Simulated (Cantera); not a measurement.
Charge: 1 mol Ti(OiPr)4, 1.1 mol CH4, 18 mol H2, held at 0.158 Torr.

Method: chemical equilibrium by Gibbs-energy minimisation in Cantera with the NASA 1993 tables (ideal gas, pure condensed phases). Candidate condensed phases: C, C6H6, C7H8, C8H18, H2O, Ti, TiC, TiO, TiO2, Ti2O3, Ti3O5, Ti4O7; 113 gas species. The feed counts by its element totals alone. TiC: taken at fixed stoichiometry. Rates play no part.

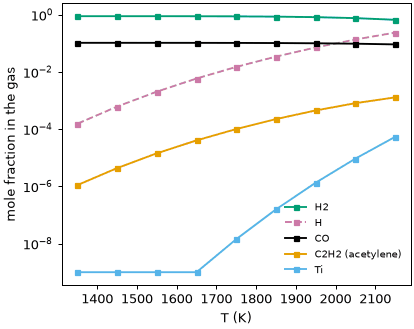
Equilibrium gas composition (values under 1e-9 drawn at 1e-9)

Read off the mole fractions at 2150 K.

H2 about 0.67, H about 0.24, CO about 0.092, C2H2 (acetylene) about 0.0013, Ti about 5.4e-5.
